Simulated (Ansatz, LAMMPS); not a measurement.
**Relaxing a frame of liquid Rb(Br,F) from 1200 K (104 atoms)**

Wanted: the relaxed structure of a frame of liquid Rb(Br,F) from 1200 K (104 atoms) and its electronic structure.

Main program and level: Ansatz 0.2.0; Kohn-Sham DFT, PBE, PAW (set soft_2), plane waves.

## 1. The starting structure

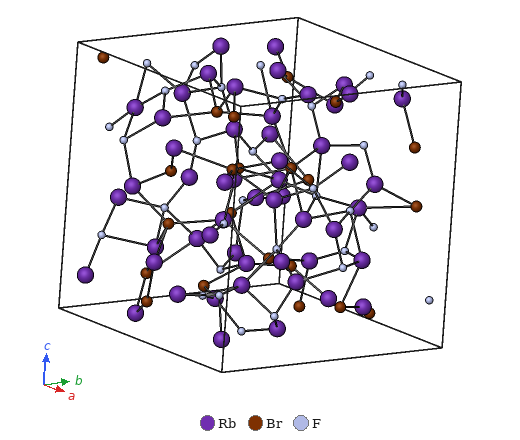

The starting structure, seen slightly off an axis (rubidium purple, bromine brown, fluorine light blue). Bonds to atoms that aren't drawn are left out. Some periodic images of atoms are drawn too.

The cell holds 104 atoms: 52 Rb, 22 Br and 30 F. Cell: a = 16.289 Å, b = 16.289 Å, c = 16.289 Å, α = 90.0°, β = 90.0°, γ = 90.0°. 104 atoms (52 Rb, 22 Br, 30 F) placed at random at 2.6 g/cm³, melted at 1800 K for 10 ps at fixed volume with the Lennard-Jones and Coulomb ion parameters for SPC/E (Joung and Cheatham, J. Phys. Chem. B 112, 9020 (2008)), full charges. Snapshot at the end of a hold of 20 ps at 1200 K and fixed volume.

Limits known from the start: The starting topology of bonds comes from the classical model. The ion parameters were fitted for water, not for melts, so the starting structure of this cell may lie well off the real melt's. Sampling is at Γ alone, for a cell whose shortest periodic width is 16 Å.

## 2. Single point at the start

The forces at the start show how far the geometry lies from a minimum of this functional.

The input, input.yaml:

```yaml
crystal:
  lattice:
    - [16.2888, 0.0, 0.0]
    - [0.0, 16.2888, 0.0]
    - [0.0, 0.0, 16.2888]
  atoms:
    - { symbol: Rb, position: [0.00095, 0.23626, 0.39521] }
    - { symbol: Rb, position: [0.9154, 0.36863, 0.98998] }
    - { symbol: Rb, position: [0.41475, 0.64818, 0.52196] }
    - { symbol: Rb, position: [0.72666, 0.27211, 0.23667] }
    [... 94 atom lines left out ...]
    - { symbol: F, position: [0.60562, 0.1892, 0.17611] }
    - { symbol: F, position: [0.15536, 0.45799, 0.62433] }
    - { symbol: F, position: [0.92561, 0.78903, 0.99062] }
    - { symbol: F, position: [0.08177, 0.1091, 0.28471] }
    - { symbol: F, position: [0.13008, 0.35127, 0.37638] }
    - { symbol: F, position: [0.02724, 0.78631, 0.33882] }
kpoints:
  mp_grid: { grid: [1, 1, 1] }
hamiltonian:
  xc: pbe
scf:
  occupations: { method: fixed }
output:
  forces: true
  stress: true
  populations: intrinsic
  dos:
    method: { smearing: { sigma: 0.08 } }
    de: 0.1
    projected: { site_lists: { Br: [Br], F: [F], Rb: [Rb] } }
  eigenvalues: true
```

Launch:

```bash
$ ansatz run input.yaml --threads 4 --pin off --max-ram 8192MiB --backend cpu --events-out ev --progress --plain --runs-dir out
```

Elapsed: 94 s, on 4 threads of Arm Neoverse V2, shared host; peak memory 5.7 GiB.

Numbers from this run:

```
free energy                                      : -255513.8140 eV
free energy per atom                             : -2456.8636 eV/atom
SCF cycles                                       : 10
pressure                                         : -0.4311 GPa
r.m.s. force component                           : 0.3216 eV/Å
longest force                                    : 1.285 eV/Å
Fermi energy                                     : 0.4986 eV
gap (highest filled to lowest empty level) : 3.014 eV
```

The r.m.s. force component of 0.32 eV/Å and the pressure of -0.43 GPa set the starting point.

Length of the force by element:

| element | coordination | atoms | mean length of the force (eV/Å) | spread | least | most |
| --- | --- | --- | --- | --- | --- | --- |
| Br | all | 22 | 0.507 | 0.268 | 0.153 | 1.16 |
| F | all | 30 | 0.420 | 0.191 | 0.152 | 0.793 |
| Rb | all | 52 | 0.536 | 0.266 | 0.110 | 1.28 |

## 3. Cell and atoms relaxed

The cell is relaxed with the atoms, since the starting lattice needn't suit this functional.

input.yaml, the sections that differ from step 2:

```yaml
output:
  forces: true
relax:
  f_tol: 0.05
  max_steps: 73
  cell: {}
# crystal, kpoints, hamiltonian, scf: as in step 2
```

Wall time 32 min (4 threads); peak memory 5.5 GiB.

Relaxation path (22 of 41):

| step | energy less that of the first step (eV) | largest force component (eV/Å) | pressure (GPa) | volume (Å³) |
| --- | --- | --- | --- | --- |
| 1 | 0.0000 | 1.1261 | -0.43 | 4321.83 |
| 3 | -6.9628 | 0.4411 | -0.11 | 4081.05 |
| 5 | -9.2271 | 0.3445 | -0.01 | 3991.57 |
| 7 | -10.6011 | 0.1451 | -0.01 | 3933.66 |
| 9 | -11.4228 | 0.1538 | 0.00 | 3901.08 |
| 11 | -12.0166 | 0.1106 | 0.02 | 3886.87 |
| 12 | -12.2617 | 0.0685 | 0.02 | 3886.77 |
| 14 | -12.6785 | 0.1667 | 0.00 | 3889.16 |
| 16 | -12.9735 | 0.1282 | -0.02 | 3876.46 |
| 18 | -13.1904 | 0.1359 | -0.01 | 3849.18 |
| 20 | -13.3295 | 0.0937 | 0.00 | 3824.04 |
| 22 | -13.4518 | 0.0403 | 0.01 | 3817.26 |
| 24 | -13.5263 | 0.0774 | 0.00 | 3819.77 |
| 26 | -13.6175 | 0.1073 | -0.01 | 3819.55 |
| 28 | -13.6976 | 0.0547 | 0.00 | 3817.81 |
| 30 | -13.7703 | 0.0615 | 0.01 | 3819.49 |
| 31 | -13.8026 | 0.0678 | 0.00 | 3826.01 |
| 33 | -13.8534 | 0.1102 | 0.00 | 3833.56 |
| 35 | -13.8957 | 0.0562 | -0.01 | 3833.72 |
| 37 | -13.9393 | 0.0326 | 0.01 | 3825.98 |
| 39 | -13.8643 | 0.0555 | -0.01 | 3810.14 |
| 41 | -13.8721 | 0.0406 | 0.02 | 3801.81 |

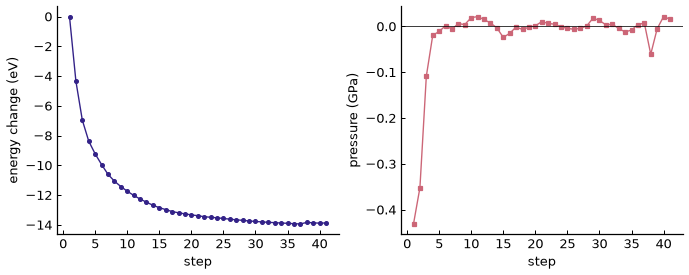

Energy and pressure along the relaxation.

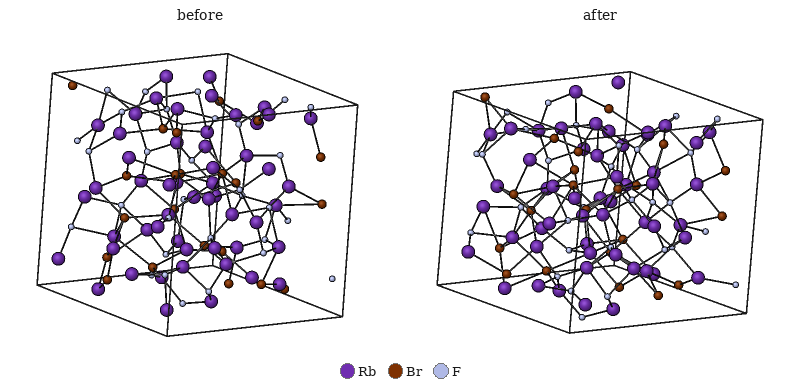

The structure before and after the relaxation, drawn at the same scale. Bonds to atoms that aren't drawn are left out.

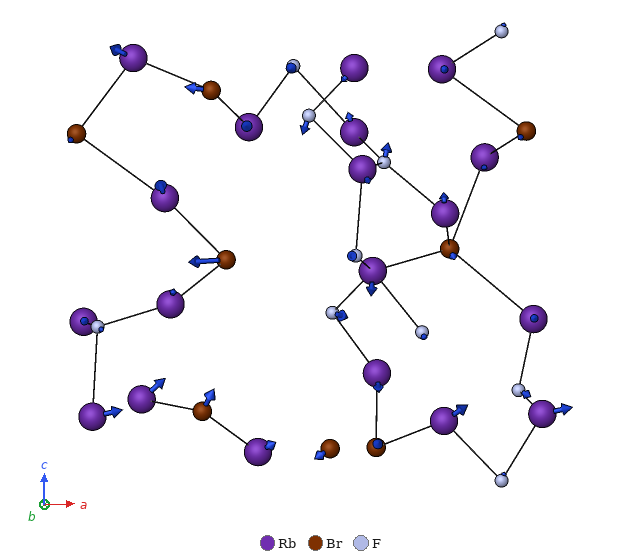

Displacements in the relaxation, scaled, measured against the changing cell; the longest in the cell stands for 2.57 Å. Drawn is a slice 6 Å thick, seen along the normal of the ac plane. Bonds to atoms that aren't drawn are left out.

| cell as run | before | after | change |
| --- | --- | --- | --- |
| a (Å) | 16.289 | 15.921 | -2.3 % |
| b (Å) | 16.289 | 16.053 | -1.4 % |
| c (Å) | 16.289 | 14.909 | -8.5 % |
| α (°) | 90.00 | 88.86 | -1.3 % |
| β (°) | 90.00 | 89.16 | -0.9 % |
| γ (°) | 90.00 | 86.43 | -4.0 % |
| volume (Å³/atom) | 41.56 | 36.56 | -12.0 % |

The atoms that moved most (Å, as changes of fractional coordinates times the final cell):

| atom | dx | dy | dz | length |
| --- | --- | --- | --- | --- |
| Br60 | -2.147 | 1.393 | -0.256 | 2.572 |
| Rb8 | 0.832 | 1.630 | -1.000 | 2.086 |
| Rb37 | -1.534 | -1.312 | 0.140 | 2.024 |
| Rb19 | -1.691 | -0.568 | -0.732 | 1.928 |
| Rb48 | -1.077 | 1.300 | 0.456 | 1.749 |
| Rb29 | 1.046 | -0.005 | -1.350 | 1.708 |
| Rb46 | 0.776 | 1.432 | 0.476 | 1.697 |
| Rb38 | -0.184 | 1.468 | 0.749 | 1.658 |

The relaxation changed the energy by -133 meV/atom, and atoms moved by 1.1 Å r.m.s., 2.6 Å at most.

## 4. Structure statistics after relaxation

Bonds before and after, by the cutoffs listed below:

| pair | bonds before | bonds after | mean before (Å) | mean after (Å) | spread before (Å) | spread after (Å) |
| --- | --- | --- | --- | --- | --- | --- |
| Rb-F | 112 | 135 | 2.884 | 2.798 | 0.229 | 0.136 |
| Rb-Br | 94 | 123 | 3.457 | 3.515 | 0.249 | 0.150 |

Density 2.96 g/cm³, 36.56 Å³ an atom.

g(r), total and by pair (bins of 0.2 Å):

| r (Å) | total | Rb-Rb | Rb-F | Rb-Br | F-F | F-Br | Br-Br |
| --- | --- | --- | --- | --- | --- | --- | --- |
| 2.50 | 0.04 | 0.00 | 0.15 | 0.00 | 0.00 | 0.00 | 0.00 |
| 2.70 | 3.23 | 0.00 | 11.17 | 0.00 | 0.00 | 0.00 | 0.00 |
| 2.90 | 1.27 | 0.00 | 4.42 | 0.00 | 0.00 | 0.00 | 0.00 |
| 3.10 | 0.21 | 0.00 | 0.72 | 0.00 | 0.00 | 0.00 | 0.00 |
| 3.30 | 0.84 | 0.00 | 0.37 | 3.20 | 0.61 | 0.00 | 0.00 |
| 3.50 | 1.65 | 0.27 | 0.00 | 7.08 | 1.09 | 0.00 | 0.00 |
| 3.70 | 1.06 | 1.21 | 0.43 | 2.34 | 0.95 | 0.50 | 0.00 |
| 3.90 | 0.99 | 2.11 | 0.06 | 0.61 | 1.34 | 1.49 | 0.40 |
| 4.10 | 1.03 | 1.66 | 0.06 | 0.39 | 3.21 | 1.92 | 0.37 |
| 4.30 | 1.22 | 2.35 | 0.16 | 0.63 | 1.99 | 1.97 | 1.04 |
| 4.50 | 1.06 | 1.77 | 0.14 | 0.19 | 0.84 | 2.92 | 2.48 |
| 4.70 | 1.09 | 1.68 | 0.35 | 0.35 | 1.83 | 2.38 | 1.12 |
| 4.90 | 0.95 | 1.27 | 0.65 | 0.77 | 1.25 | 0.76 | 1.84 |
| 5.10 | 0.75 | 0.69 | 0.63 | 0.61 | 0.39 | 1.04 | 2.42 |
| 5.30 | 0.93 | 0.91 | 0.90 | 0.38 | 1.67 | 1.38 | 1.32 |
| 5.50 | 0.89 | 0.78 | 0.96 | 0.66 | 1.23 | 0.91 | 1.45 |
| 5.70 | 0.91 | 0.86 | 1.33 | 0.62 | 0.52 | 0.70 | 1.16 |
| 5.90 | 0.99 | 0.55 | 1.42 | 1.06 | 0.58 | 1.26 | 0.36 |
| 6.10 | 0.84 | 0.60 | 1.15 | 0.99 | 0.36 | 0.80 | 0.51 |
| 6.30 | 1.09 | 0.70 | 1.79 | 1.17 | 0.25 | 0.69 | 1.11 |
| 6.50 | 1.12 | 0.85 | 1.63 | 1.25 | 0.24 | 0.98 | 0.74 |
| 6.70 | 1.04 | 0.82 | 1.43 | 1.32 | 0.29 | 0.51 | 1.11 |
| 6.90 | 1.11 | 0.84 | 1.20 | 1.58 | 0.92 | 0.62 | 1.46 |
| 7.10 | 1.01 | 0.94 | 0.96 | 1.42 | 1.20 | 0.55 | 0.61 |
| 7.30 | 0.89 | 0.71 | 1.06 | 1.07 | 0.89 | 0.60 | 0.70 |

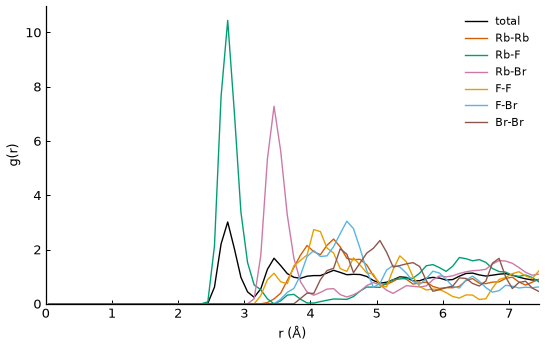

Pair distribution functions, lightly smoothed.

Bonds by pair of elements; cutoffs follow the first minimum of g(r), held within bounds set by covalent radii, and pairs that aren't listed don't count as bonded:

| pair A-B | cutoff (Å) | bonds | mean length (Å) | spread (Å) | shortest (Å) | B about A | A about B |
| --- | --- | --- | --- | --- | --- | --- | --- |
| Rb-F | 3.48 | 135 | 2.80 | 0.136 | 2.57 | 2.60 | 4.5 |
| Rb-Br | 4.03 | 123 | 3.52 | 0.15 | 3.24 | 2.37 | 5.59 |

How many atoms have how many bonded neighbours:

| element | mean | 3 | 4 | 5 | 6 | 7 |
| --- | --- | --- | --- | --- | --- | --- |
| Br | 5.59 | 0 | 1 | 9 | 10 | 2 |
| F | 4.5 | 1 | 13 | 16 | 0 | 0 |
| Rb | 4.96 | 0 | 15 | 24 | 13 | 0 |

Bond angles, per cent of each kind in bins of 5°:

| angle (°) | Rb-Br-Rb | Br-Rb-F | Rb-F-Rb | F-Rb-F | Br-Rb-Br |
| --- | --- | --- | --- | --- | --- |
| 55–60 | 0.7 | 0.0 | 0.0 | 0.0 | 0.0 |
| 60–65 | 3.1 | 0.0 | 0.0 | 0.0 | 0.0 |
| 65–70 | 9.4 | 1.5 | 0.0 | 0.8 | 2.4 |
| 70–75 | 7.6 | 6.0 | 1.2 | 3.8 | 7.1 |
| 75–80 | 8.3 | 10.1 | 4.6 | 4.5 | 7.9 |
| 80–85 | 9.0 | 10.9 | 6.6 | 5.3 | 10.3 |
| 85–90 | 6.2 | 10.9 | 15.4 | 13.6 | 10.3 |
| 90–95 | 5.2 | 12.7 | 10.4 | 12.9 | 11.9 |
| 95–100 | 4.9 | 9.0 | 10.0 | 9.8 | 6.3 |
| 100–105 | 4.9 | 5.6 | 8.3 | 6.1 | 6.3 |
| 105–110 | 4.2 | 2.6 | 7.9 | 3.0 | 5.6 |
| 110–115 | 3.8 | 3.8 | 7.5 | 4.5 | 2.4 |
| 115–120 | 3.1 | 2.2 | 5.8 | 6.8 | 2.4 |
| 120–125 | 2.8 | 3.4 | 2.9 | 2.3 | 2.4 |
| 125–130 | 6.6 | 3.8 | 3.7 | 3.0 | 3.2 |
| 130–135 | 3.8 | 1.5 | 2.9 | 3.0 | 1.6 |
| 135–140 | 3.1 | 1.5 | 1.7 | 3.0 | 3.2 |
| 140–145 | 2.4 | 0.7 | 1.2 | 5.3 | 3.2 |
| 145–150 | 3.1 | 3.8 | 2.1 | 0.0 | 3.2 |
| 150–155 | 2.4 | 2.6 | 1.2 | 1.5 | 2.4 |
| 155–160 | 2.4 | 1.1 | 1.7 | 4.5 | 2.4 |
| 160–165 | 1.0 | 2.6 | 0.8 | 3.0 | 0.8 |
| 165–170 | 0.7 | 2.2 | 2.5 | 1.5 | 3.2 |
| 170–175 | 1.0 | 1.1 | 0.8 | 1.5 | 1.6 |
| 175–180 | 0.0 | 0.4 | 0.8 | 0.0 | 0.0 |

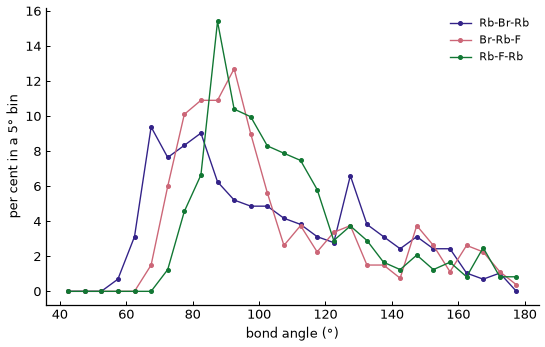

Distributions of the most common bond angles.

Bond angles (no mean is given where the spread exceeds 20°):

| angle | count | mean (°) | spread (°) |
| --- | --- | --- | --- |
| Rb-Br-Rb | 288 | - | - |
| Br-Rb-F | 267 | - | - |
| Rb-F-Rb | 241 | - | - |
| F-Rb-F | 132 | - | - |
| Br-Rb-Br | 126 | - | - |

Bond length by coordination (bonds to H left out):

| element | coordination | atoms | mean bond length (Å) |
| --- | --- | --- | --- |
| Br | 4 | 1 | 3.43 |
| Br | 5 | 9 | 3.51 |
| Br | 6 | 10 | 3.52 |
| Br | 7 | 2 | 3.54 |
| F | 3 | 1 | 2.66 |
| F | 4 | 13 | 2.71 |
| F | 5 | 16 | 2.86 |
| Rb | 4 | 15 | 2.96 |
| Rb | 5 | 24 | 3.14 |
| Rb | 6 | 13 | 3.27 |

For some of the pairs, g(r) has its first main peak near 2.7 Å (Rb-F) and 3.5 Å (Rb-Br). With the cutoffs above, 45 % of Br atoms have 6, 53 % of F atoms have 5 and 46 % of Rb atoms have 5 bonded neighbours.

## 5. Single point at the relaxed geometry

The electronic structure is read at the final geometry, in a run of its own.

The input, input.yaml:

```yaml
crystal:
  lattice:
    - [15.91244, 0.49783, 0.11055]
    - [0.49783, 16.04469, 0.15217]
    - [0.11055, 0.15217, 14.90756]
  atoms:
    - { symbol: Rb, position: [0.00419, 0.2222, 0.38331] }
    - { symbol: Rb, position: [0.93057, 0.40472, 0.97722] }
    - { symbol: Rb, position: [0.41842, 0.70399, 0.54968] }
    - { symbol: Rb, position: [0.73982, 0.26963, 0.24533] }
    [... 94 atom lines left out ...]
    - { symbol: F, position: [0.60193, 0.21372, 0.17033] }
    - { symbol: F, position: [0.12696, 0.47602, 0.62533] }
    - { symbol: F, position: [0.93154, 0.79334, 0.00784] }
    - { symbol: F, position: [0.0809, 0.10316, 0.28014] }
    - { symbol: F, position: [0.12368, 0.34392, 0.39744] }
    - { symbol: F, position: [0.03743, 0.76971, 0.33222] }
kpoints:
  mp_grid: { grid: [1, 1, 1] }
hamiltonian:
  xc: pbe
scf:
  occupations: { method: fixed }
output:
  forces: true
  stress: true
  populations: intrinsic
  dos:
    method: { smearing: { sigma: 0.15 } }
    de: 0.1
    projected: { site_lists: { Br: [Br], F: [F], Rb: [Rb] } }
  eigenvalues: true
  write_density: true
  write_potential: true
  volumetric_format: npy
```

The job ended after 78 s (4 threads; peak memory 4.9 GiB).

The program notes that the exchange-correlation potential is rough where the density is thin.

The run gave:

- free energy: -255527.6861 eV
- free energy per atom: -2456.9970 eV/atom
- SCF cycles: 9
- pressure: 0.01578 GPa
- r.m.s. force component: 0.01105 eV/Å
- longest force: 0.04853 eV/Å
- Fermi energy: 0.8687 eV
- gap (highest filled to lowest empty level): 3.735 eV

Intrinsic-atomic-orbital charges by element and coordination:

| element | coordination | atoms | mean charge (e) | spread | least | most |
| --- | --- | --- | --- | --- | --- | --- |
| Br | all | 22 | -0.742 | 0.008 | -0.755 | -0.724 |
| Br | 4 | 1 | -0.753 | 0 | -0.753 | -0.753 |
| Br | 5 | 9 | -0.748 | 0.004 | -0.755 | -0.744 |
| Br | 6 | 10 | -0.738 | 0.005 | -0.745 | -0.727 |
| Br | 7 | 2 | -0.729 | 0.0047 | -0.733 | -0.724 |
| F | all | 30 | -0.887 | 0.0046 | -0.899 | -0.878 |
| F | 3 | 1 | -0.899 | 0 | -0.899 | -0.899 |
| F | 4 | 13 | -0.889 | 0.0031 | -0.895 | -0.884 |
| F | 5 | 16 | -0.884 | 0.0029 | -0.889 | -0.878 |
| Rb | all | 52 | 0.826 | 0.027 | 0.773 | 0.883 |
| Rb | 4 | 15 | 0.850 | 0.0203 | 0.808 | 0.883 |
| Rb | 5 | 24 | 0.820 | 0.0232 | 0.784 | 0.875 |
| Rb | 6 | 13 | 0.806 | 0.0176 | 0.773 | 0.833 |

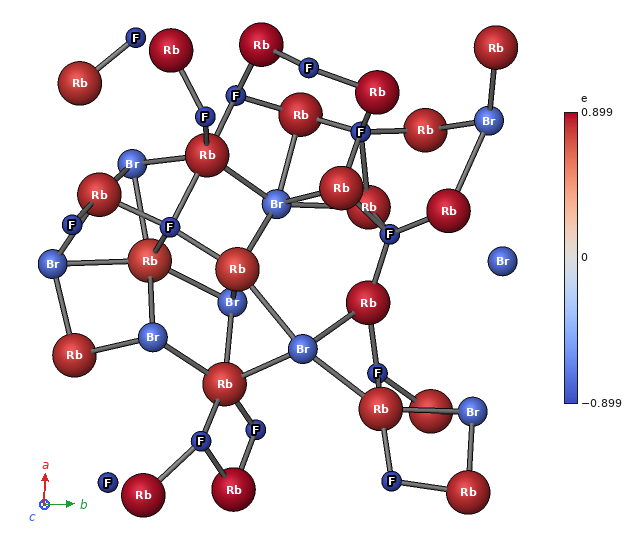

Atoms coloured by intrinsic-atomic-orbital charge. Drawn is a slice 6 Å thick, seen along the normal of the ab plane. Bonds to atoms that aren't drawn are left out.

Density of states as counts of states in windows of 1 eV (from the Fermi level), total and the larger projections:

| from (eV) | to (eV) | total | Rb p | F p | Br p | Br s |
| --- | --- | --- | --- | --- | --- | --- |
| -18 | -13 | 0.0 | 0.0 | 0.0 | 0.0 | 0.0 |
| -13 | -12 | 42.1 | 0.6 | 0.0 | 0.0 | 39.1 |
| -12 | -11 | 1.9 | 0.0 | 0.0 | 0.0 | 1.8 |
| -11 | -10 | 0.0 | 0.0 | 0.0 | 0.0 | 0.0 |
| -10 | -9 | 73.6 | 72.3 | 0.4 | 0.3 | 0.2 |
| -9 | -8 | 237.4 | 233.4 | 1.8 | 0.6 | 0.5 |
| -8 | -7 | 1.0 | 1.0 | 0.0 | 0.0 | 0.0 |
| -7 | -2 | 0.0 | 0.0 | 0.0 | 0.0 | 0.0 |
| -2 | -1 | 144.0 | 1.6 | 129.2 | 8.0 | 0.0 |
| -1 | 0 | 165.8 | 1.7 | 43.7 | 115.8 | 0.1 |
| 0 | 1 | 2.3 | 0.0 | 0.1 | 2.1 | 0.0 |
| 1 | 3 | 0.0 | 0.0 | 0.0 | 0.0 | 0.0 |
| 3 | 4 | 2.0 | 0.0 | 0.0 | 0.0 | 0.2 |
| 4 | 5 | 12.2 | 0.2 | 0.2 | 0.5 | 0.6 |

With fixed occupations the program's Fermi level is the highest filled level; weight inside the gap is the broadening of levels at its edges.

Between -26 and -18 eV lie 164 more states.

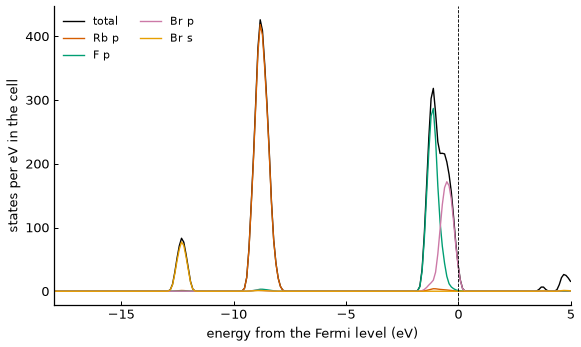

Total and projected density of states, with the broadening of the input.

The levels nearest the highest filled one (over half full), pooled over k-points and spins:

| level less the highest filled one (eV) | occupation |
| --- | --- |
| -0.147 | 2 |
| -0.141 | 2 |
| -0.128 | 2 |
| -0.035 | 2 |
| -0.0202 | 2 |
| 0 | 2 |
| 3.73 | 0 |
| 4.57 | 0 |
| 4.65 | 0 |
| 4.66 | 0 |
| 4.77 | 0 |
| 4.86 | 0 |

Mean intrinsic-atomic-orbital charges: Br -0.74, F -0.89, Rb +0.83 e.

## 6. Outcome

```
energy change in the relaxation                  : -133.4 meV/atom
r.m.s. displacement                              : 1.064 Å
largest displacement                             : 2.572 Å
free energy per atom                             : -2456.9970 eV/atom
pressure                                         : 0.01578 GPa
r.m.s. force component                           : 0.01105 eV/Å
gap (highest filled to lowest empty level) : 3.735 eV
wall time of the 3 DFT runs                      : 34 min
```

Relaxation lowers the energy by 133 meV/atom and moves atoms by 1.1 Å r.m.s.; the r.m.s. force component goes from 0.32 to 0.011 eV/Å, the pressure goes from -0.43 to 0.016 GPa, and the gap from 3.01 to 3.73 eV. Displacements are taken in the final cell, so they leave out its strain. By the final cutoffs 18 of 206 bonded pairs parted and 70 joined. The cell shrank by 12.0 % in volume. First to last step the energy falls by 13.872 eV; the largest move, 2.57 Å, is that of Br60. The Rb-F bonds change most in mean length: from 2.884 Å (spread 0.229) to 2.798 Å (spread 0.136), and their number from 112 to 135. With the cutoffs above, 45 % of Br atoms have 6, 53 % of F atoms have 5 and 46 % of Rb atoms have 5 bonded neighbours. Between filled and empty levels lie 3.73 eV (at Γ alone); a semilocal functional tends to put such gaps too low. In a disordered cell it changes from sample to sample and from frame to frame.

What to keep in mind: The starting topology of bonds comes from the classical model; in DFT 18 of its 206 bonded pairs passed out of the cutoffs and 70 came within them.

[Logs are printed without paths, hosts, clocks, repeated set-up lines and the standing remarks that a program may print on its own settings, such as how far it seeks lower states.]

[Hosts, paths, dates, database ids (printed as entryN), source tags and the programs' standing remarks are cut or masked in the printed files.]
